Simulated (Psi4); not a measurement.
**One shape, several levels: AlNH3 (SMILES [NH2][AlH])**

Aim: a comparison of 4 runs (UHF/def2-SVP, UPBE0/def2-SVP, UMP2/aug-cc-pVDZ, UCCSD/6-31G*) of AlNH3. 

The results are computed with Psi4 1.11.

12 further runs of the same task are left out: 1 that didn't finish, 11 set aside as unsound or not needed.

## 1. The structure to begin with

AlNH3 has 5 atoms, charge 0, and is taken as a doublet. SMILES: `[NH2][AlH]`. The shape is that of a PBE0-D4/def2-TZVP optimisation. This is one conformer, not always the lowest.

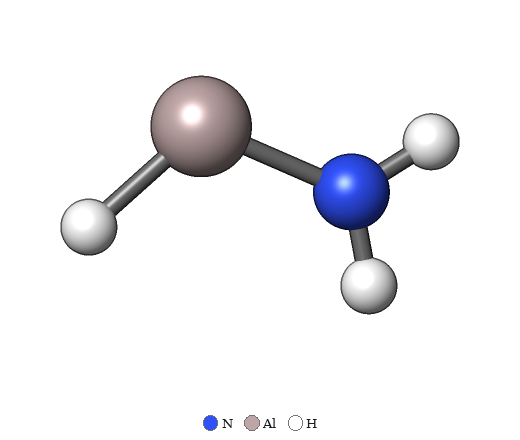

The structure, seen from a chosen angle (nitrogen blue, aluminium light grey, hydrogen white).

## 2. Energy and forces at UHF/def2-SVP (run 1)

Input file run_ase.py:

```python
import numpy as np
from ase.calculators.psi4 import Psi4
from ase import Atoms

mol = Atoms(['N', 'Al', 'H', 'H', 'H'], positions=[
    [-0.116600, -0.660800, 0.175100],
    [0.836600, 0.833900, 0.120800],
    [0.148500, -1.505300, 0.655500],
    [-1.010300, -0.782800, -0.277400],
    [0.191800, 2.041400, -0.715400],
])
calc = Psi4(atoms=mol, method='scf', basis='def2-SVP', memory='1600MB', num_threads=1, charge=0, multiplicity=2, label='psi4-calc', reference='uhf')
calc.psi4.set_options({'puream': True, 'e_convergence': 1e-09, 'd_convergence': 1e-08, 'scf_type': 'pk', 'maxiter': 200})
mol.calc = calc

forces = mol.get_forces()
print(f'energy: {mol.get_potential_energy():.6f} eV')
print('forces / eV A^-1')
print(np.round(forces, 5))
```

Launch:

```bash
$ python run_ase.py
```

psi4-calc.dat:

```text
[...]
  Running in c1 symmetry.
[...]
  Nuclear repulsion =   46.235092034097001
[...]
  Multiplicity = 2
[...]
  Nalpha       = 12
  Nbeta        = 11
[...]
    Number of basis functions: 47
[...]
   @UHF iter   1:  -297.88220008945052   -6.94949e-01   9.81409e-03 DIIS/ADIIS
[...]
   @UHF iter  14:  -297.98735036443287   -5.68434e-13   3.84413e-09 DIIS
[...]
   @S^2 Observed:                7.542109696E-01
[...]
  @UHF Final Energy:  -297.98735036443287
   => Energetics <=
    Nuclear Repulsion Energy =             46.2350920340970006
    One-Electron Energy =                -504.9822970579467665
    Two-Electron Energy =                 160.7598546594168738
    Total Energy =                       -297.9873503644328707
  UHF NO Occupations:
  HONO-2 :   10  A 1.9993745
  HONO-1 :   11  A 1.9986135
[...]
 Multipole Moments:
 ------------------------------------------------------------------------------------
     Multipole            Electronic (a.u.)      Nuclear  (a.u.)        Total (a.u.)
 ------------------------------------------------------------------------------------
 L = 1.  Multiply by 2.5417464519 to convert [e a0] to [Debye]
 Dipole X            :          2.2470114           -2.2703034           -0.0232920
 Dipole Y            :          1.1114120           -1.5586141           -0.4472021
 Dipole Z            :          0.8212028           -0.6584655            0.1627373
 Magnitude           :                                                    0.4764616
[...]
  -Total Gradient:
     Atom            X                  Y                   Z
    ------   -----------------  -----------------  -----------------
       1        0.002153880698     0.003912047705    -0.000324723517
       2        0.002127761729    -0.001969249247     0.001967481382
       3        0.002257788710    -0.003759949118     0.002737330787
       4       -0.004934676296     0.000122475963    -0.002812434170
       5       -0.001604754844     0.001694674696    -0.001567654482
[...]
```

Standard output:

```text
energy: -8108.648821 eV
forces / eV A^-1
[[-0.11076 -0.20117  0.0167 ]
 [-0.10941  0.10126 -0.10117]
 [-0.1161   0.19334 -0.14076]
 [ 0.25375 -0.0063   0.14462]
 [ 0.08252 -0.08714  0.08061]]
```

Wall time 2.8 s (1 thread of Intel Xeon Platinum 8488C (Sapphire Rapids), shared host); peak memory 0.21 GiB.

## 3. A single-point energy at UPBE0/def2-SVP (run 2)

Input file calc.in:

```
memory 1600 mb

molecule {
  0 2
  N     -0.22034207    -1.24873102     0.33089104
  Al     1.58094488     1.57584262     0.22827892
  H      0.28062433    -2.84460474     1.23871547
  H     -1.90919030    -1.47927761    -0.52421003
  H      0.36244947     3.85768691    -1.35191007
  units au
  symmetry c1
  no_reorient
  no_com
}

set {
  reference            uks
  puream               true
  e_convergence        1e-09
  d_convergence        1e-08
  scf_type             pk
  dft_radial_points    99
  dft_spherical_points 590
  maxiter              200
}

e, wfn = energy("pbe0/def2-SVP", return_wfn=True)
oeprop(wfn, "WIBERG_LOWDIN_INDICES", "MULLIKEN_CHARGES", "LOWDIN_CHARGES")
```

Launch:

```bash
$ psi4 calc.in calc.out -n 1
```

calc.out:

```text
[...]
  Running in c1 symmetry.
[...]
  Nuclear repulsion =   46.235092004163874
[...]
  Multiplicity = 2
[...]
  Nalpha       = 12
  Nbeta        = 11
[...]
    Number of basis functions: 47
[...]
   @UKS iter   1:  -298.39977074760060   -2.70875e-01   1.61226e-02 DIIS/ADIIS
[...]
   @UKS iter  12:  -298.66340564439639   -3.63798e-12   7.37422e-09 DIIS
[...]
   @S^2 Observed:                7.526135661E-01
[...]
  @UKS Final Energy:  -298.66340564439639
   => Energetics <=
    Nuclear Repulsion Energy =             46.2350920041638744
    One-Electron Energy =                -505.0722415618659511
    Two-Electron Energy =                 180.2164078789915891
    DFT Exchange-Correlation Energy =     -20.0426639656859145
    Empirical Dispersion Energy =           0.0000000000000000
    VV10 Nonlocal Energy =                  0.0000000000000000
    Total Energy =                       -298.6634056443963914
[...]
 Multipole Moments:
 ------------------------------------------------------------------------------------
     Multipole            Electronic (a.u.)      Nuclear  (a.u.)        Total (a.u.)
 ------------------------------------------------------------------------------------
 L = 1.  Multiply by 2.5417464519 to convert [e a0] to [Debye]
 Dipole X            :        -17.9075367           17.7437725           -0.1637643
 Dipole Y            :        -11.7992974           11.2786415           -0.5206560
 Dipole Z            :         -4.5334739            4.6464586            0.1129848
 Magnitude           :                                                    0.5573750
[...]
  Mulliken Charges: (a.u.)
   Center  Symbol    Alpha    Beta     Spin     Total
       1     N     3.72284  3.73179 -0.00895 -0.45463
       2    AL     6.76030  5.89167  0.86864  0.34803
       3     H     0.42997  0.43458 -0.00461  0.13545
       4     H     0.44168  0.42365  0.01803  0.13468
       5     H     0.64521  0.51831  0.12690 -0.16352
   Total alpha = 12.00000, Total beta = 11.00000, Total charge = -0.00000
  Lowdin Charges: (a.u.)
   Center  Symbol    Alpha    Beta     Spin     Total
       1     N     3.61495  3.60940  0.00555 -0.22436
[...]
```

Run time: 10 s. Hardware: 1 thread of Intel Xeon Platinum 8488C (Sapphire Rapids), shared host; peak memory 0.58 GiB.

Run 3 isn't shown in full; the table further down has it.

## 4. A single-point energy at UCCSD/6-31G(d) (spherical functions) (run 4)

Input file input.in:

```
memory 1600 MB

molecule geom {
  0 2
  N     -0.22034207    -1.24873102     0.33089104
  Al     1.58094488     1.57584262     0.22827892
  H      0.28062433    -2.84460474     1.23871547
  H     -1.90919030    -1.47927761    -0.52421003
  H      0.36244947     3.85768691    -1.35191007
  units au
  symmetry c1
  no_reorient
  no_com
}

set {
  basis           6-31G*
  reference       uhf
  puream          true
  e_convergence   1e-09
  d_convergence   1e-08
  scf_type        pk
  num_frozen_docc 6
  maxiter         200
}

energy("ccsd")
```

Launch:

```bash
$ psi4 -n 1 input.in input.out
```

input.out:

```text
[...]
  Running in c1 symmetry.
[...]
  Nuclear repulsion =   46.235092004163874
[...]
  Multiplicity = 2
[...]
  Nalpha       = 12
  Nbeta        = 11
[...]
    Number of basis functions: 38
[...]
   @UHF iter   1:  -297.98150442762380   -7.12083e-01   1.20824e-02 ADIIS/DIIS
[...]
   @UHF iter  14:  -298.08564111468195   -6.25278e-13   4.93110e-09 DIIS
[...]
   @S^2 Observed:                7.543947202E-01
[...]
    Orbital Energies [Eh]
    ---------------------
    Alpha Occupied:
       1A    -58.456568     2A    -15.523055     3A     -4.884043
       4A     -3.198985     5A     -3.195483     6A     -3.193077
       7A     -1.101223     8A     -0.635512     9A     -0.594807
      10A     -0.470017    11A     -0.389273    12A     -0.294543
    Alpha Virtual:
      13A      0.062966    14A      0.121413    15A      0.177478
      16A      0.232236    17A      0.291162    18A      0.304170
      19A      0.325028    20A      0.381694    21A      0.467706
      22A      0.639991    23A      0.649692    24A      0.720138
      25A      0.772209    26A      0.923389    27A      1.035299
[...]
  @UHF Final Energy:  -298.08564111468195
   => Energetics <=
    Nuclear Repulsion Energy =             46.2350920041638744
    One-Electron Energy =                -505.1505680588209088
    Two-Electron Energy =                 160.8298349399750293
    Total Energy =                       -298.0856411146819482
  UHF NO Occupations:
  HONO-2 :   10  A 1.9993315
  HONO-1 :   11  A 1.9985721
[...]
 Multipole Moments:
 ------------------------------------------------------------------------------------
     Multipole            Electronic (a.u.)      Nuclear  (a.u.)        Total (a.u.)
 ------------------------------------------------------------------------------------
 L = 1.  Multiply by 2.5417464519 to convert [e a0] to [Debye]
 Dipole X            :        -17.7746665           17.7437725           -0.0308941
 Dipole Y            :        -11.6950689           11.2786415           -0.4164274
 Dipole Z            :         -4.5001031            4.6464586            0.1463555
 Magnitude           :                                                    0.4424773
[...]
      * MP2 total energy                      = -298.291272159430832
[...]
      * CCSD total energy                     = -298.311919351029417
[...]
```

Run time: 5.7 s. Hardware: 1 thread of Intel Xeon Platinum 8488C (Sapphire Rapids), shared host; peak memory 0.2 GiB.

## 5. Overview of the runs

```
run                               level      task         integration grid  energy (Eh)  HOMO energy (eV)  LUMO energy (eV)   ⟨S²⟩  wall time
  1                        UHF/def2-SVP  gradient                        –  -297.987350             -8.01              1.34  0.754      2.8 s
  2                      UPBE0/def2-SVP    energy  99 radial × 590 angular  -298.663406             -5.41             -1.94  0.753       10 s
  3                    UMP2/aug-cc-pVDZ    energy                        –  -298.357000             -8.16              0.59  0.755        6 s
  4  UCCSD/6-31G* (spherical functions)    energy                        –  -298.311919             -8.01              1.33  0.754      5.7 s
```

## 6. Results

| quantity | value |
| --- | --- |
| run 4: total energy | -298.31192 Eh |
| run 4: HOMO energy (Hartree–Fock orbitals) (highest over α and β) | -8.01 eV |
| run 4: LUMO energy (Hartree–Fock orbitals) (lowest over α and β) | 1.33 eV |
| run 4: correlation energy (6 core orbitals frozen) | -226.3 mEh |
| run 4: ⟨S²⟩ of the reference determinant | 0.754 |
| run 4: T1 diagnostic | 0.026 |

All runs together took 25 s, the longest 10 s.
